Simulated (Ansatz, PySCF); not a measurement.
Pulling on the O4–H5 bond in BH3O (SMILES BO) (multiplicity 1 held, fragments rigid). Energies count from the point at 0.963 Å.
Geometry at that point (charge 0, multiplicity 1):
```xyz
5

B     -0.44836    -0.55342     0.06101
H     -0.33819    -1.33753     0.95180
H     -1.30243    -0.64193    -0.77342
O      0.44517     0.45958     0.02793
H      0.32104     1.06992    -0.70687
```

Restricted levels (R-, RO-) in cc, def2 and unpolarised 6-31G sets keep to the state of the molecule at rest. Unrestricted levels (U-) break spin symmetry where that is lower. Active spaces are followed from a long bond inwards. Levels need not reach the same state.

Correlated levels freeze the cores. Rows in 3-21G, 6-31G* carry no dispersion term and start afresh at each structure (6-31G* with six Cartesian d functions). MP2/6-31G* freezes PySCF's default core.

The values were computed with Ansatz (Gaussian basis) for Hartree–Fock, density functionals and correlated methods; PySCF for 3-21G rows, 6-31G* rows. Values without a source in brackets are computed.

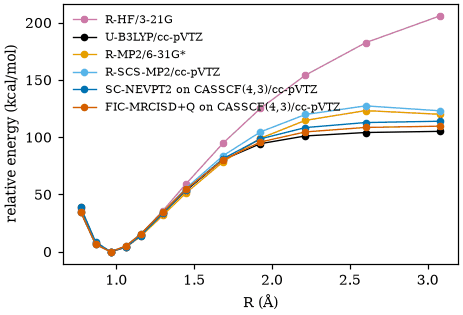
*Relative energy along the coordinate*

Doubts at one or more of the structures used: a restricted determinant that unrestricted orbitals would lower (R-HF/3-21G, R-MP2/6-31G*, R-SCS-MP2/cc-pVTZ); a spin-contaminated determinant (U-B3LYP/cc-pVTZ); active orbitals that take no part (SC-NEVPT2 on CASSCF(4,3)/cc-pVTZ, FIC-MRCISD+Q on CASSCF(4,3)/cc-pVTZ).

Ansatz is an electronic-structure program.
